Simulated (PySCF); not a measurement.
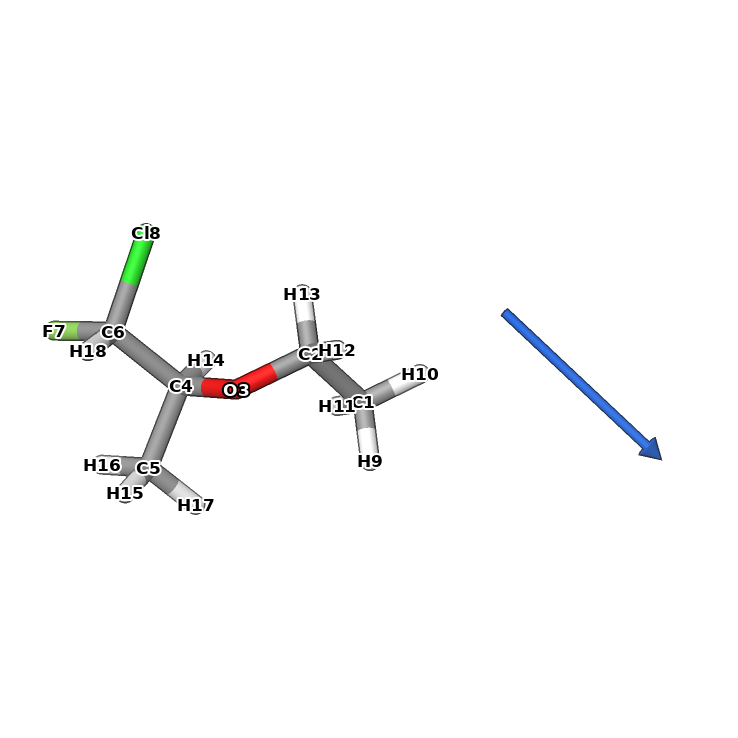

The arrow beside the molecule shows the direction of the dipole moment, from the negative to the positive end (its length means nothing). Geometry: an end point of a reaction path computed with GFN2-xTB. Level of theory: PBE0/pcSseg-1, gas phase (PySCF 2.14.0).

Q: How large is the dipole moment?

A: 2.06 D; it points from the side of Cl8 to the side of H9 (the outermost atoms at the two ends).
